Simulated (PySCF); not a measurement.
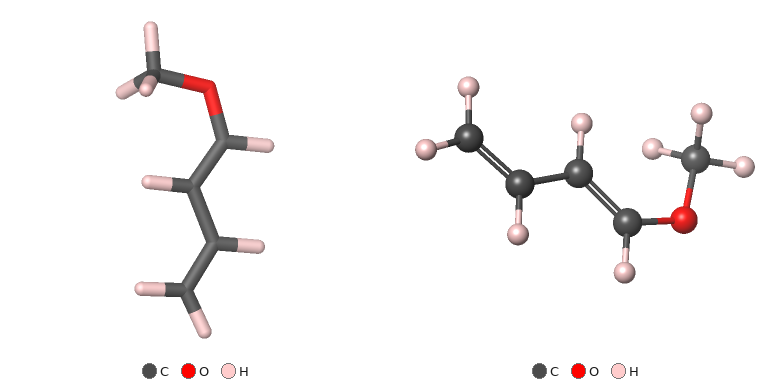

Two views of one molecule.

Identify the structure.

The molecule is C₅H₈O. Its SMILES string is `C=C/C=C/OC`. It has no ring. Among its groups: ether, alkene. This geometry has Cs symmetry. Coordination: 4 C trigonal planar; 1 O bent; 1 C tetrahedral.

The parts below concern this one geometry. Atoms keep their numbers from picture to picture. The geometry was computed by an optimisation with PBE0-D3(BJ)/def2-SVP. No frequency run is at hand to confirm it as a minimum.

## Shape

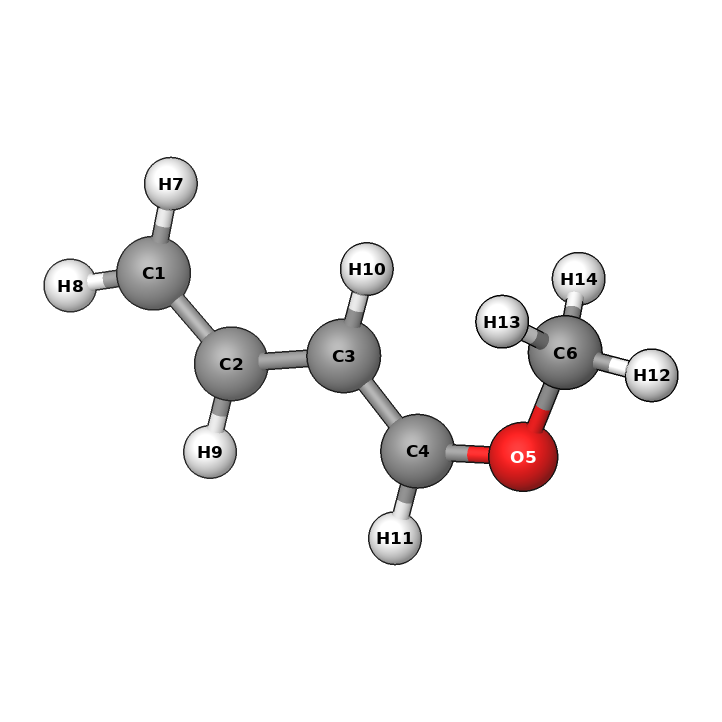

The atoms are numbered. No frequency run is at hand to confirm it as a minimum.

Estimate the angles C2–C1–H7, C2–C1–H8, C1–C2–C3, C1–C2–H9, C3–C2–H9, C2–C3–C4, C2–C3–H10, C4–C3–H10, C3–C4–O5, C3–C4–H11, O5–C4–H11, C4–O5–C6, O5–C6–H12, O5–C6–H13.

| angle | degrees |
| --- | --- |
| C2–C1–H7 | 121.3 |
| C2–C1–H8 | 121.4 |
| C1–C2–C3 | 125.3 |
| C1–C2–H9 | 118.6 |
| C3–C2–H9 | 116.1 |
| C2–C3–C4 | 121.7 |
| C2–C3–H10 | 117.5 |
| C4–C3–H10 | 120.8 |
| C3–C4–O5 | 128.1 |
| C3–C4–H11 | 121.1 |
| O5–C4–H11 | 110.7 |
| C4–O5–C6 | 118.0 |
| O5–C6–H12 | 107.0 |
| O5–C6–H13 | 111.4 |

## Charges

The questions are on ESP-fitted charges. No frequency run is at hand to confirm it as a minimum. Properties computed with PBE0/pcSseg-1, gas phase (PySCF 2.14.0).

Give the ESP-fitted charges atom by atom.

```
atom  value (e)
  C1      −0.47
  C2      −0.13
  C3      −0.23
  C4       0.04
  O5      −0.26
  C6      −0.04
  H7       0.19
  H8       0.19
  H9       0.16
 H10       0.18
 H11       0.14
 H12       0.10
 H13       0.07
 H14       0.07
```

## NMR shielding

The questions are on isotropic NMR shieldings of the H atoms. No frequency run is at hand to confirm it as a minimum. Properties computed with GIAO PBE0/pcSseg-1 NMR shielding, non-relativistic, gas phase (PySCF 2.14.0).

> Which H atom is the most shielded (lowest chemical shift)?

H13, H14 (27.94 to 27.95 ppm).

> Which H atom is the least shielded (highest chemical shift)?

H11 (24.58 ppm).

> How wide is the range of H shifts?

3.37 ppm.

List the isotropic NMR shieldings of the H atoms.

| atom | σ (ppm) |
| --- | --- |
| H7 | 26.10 |
| H8 | 26.26 |
| H9 | 25.08 |
| H10 | 25.98 |
| H11 | 24.58 |
| H12 | 27.40 |
| H13 | 27.95 |
| H14 | 27.94 |

## Excitation

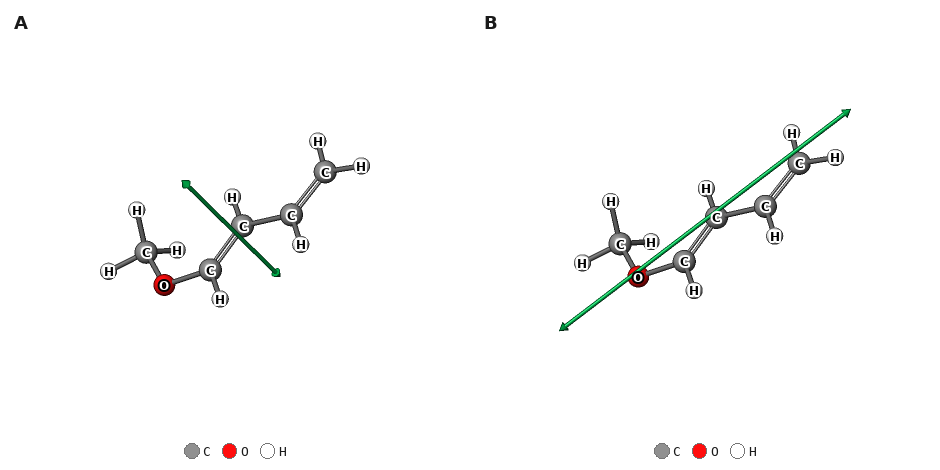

The double arrows show the directions of two transition dipoles from the ground state (lengths mean nothing). No frequency run is at hand to confirm it as a minimum. Level of theory: TDDFT CAM-B3LYP/def2-SVPD, vertical, gas phase, core orbitals frozen in the response (PySCF 2.14.0).

> One belongs to singlet state 1 and one to singlet state 4. Which is which?

A: state 4, 6.59 eV (188 nm), oscillator strength 0.031, mainly HOMO → LUMO+3 (weight 0.77).
B: state 1, 5.62 eV (220 nm), oscillator strength 0.74, mainly HOMO → LUMO (weight 0.97).

## Polarisability

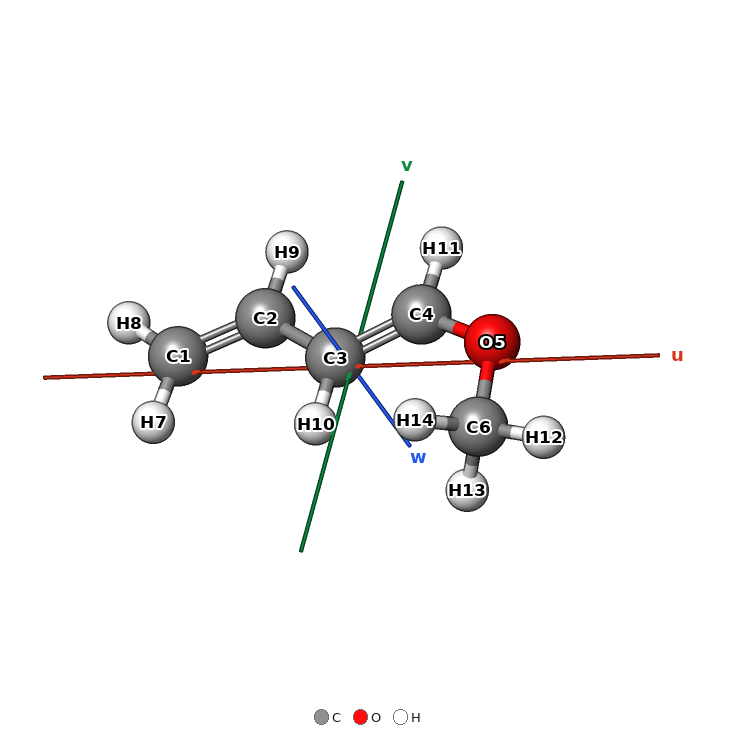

The lines u, v and w are the principal axes of the static dipole polarisability. No frequency run is at hand to confirm it as a minimum. Method: CAM-B3LYP/def2-SVPD (PySCF 2.14.0).

> Along which axis is the molecule most polarisable, and along which least?

Most along u (close to the long direction C1···C6), least along w.

> Give the three principal values.

u 111.2, v 62.8, w 47.3 bohr³; mean 73.8, anisotropy 57.8 bohr³.
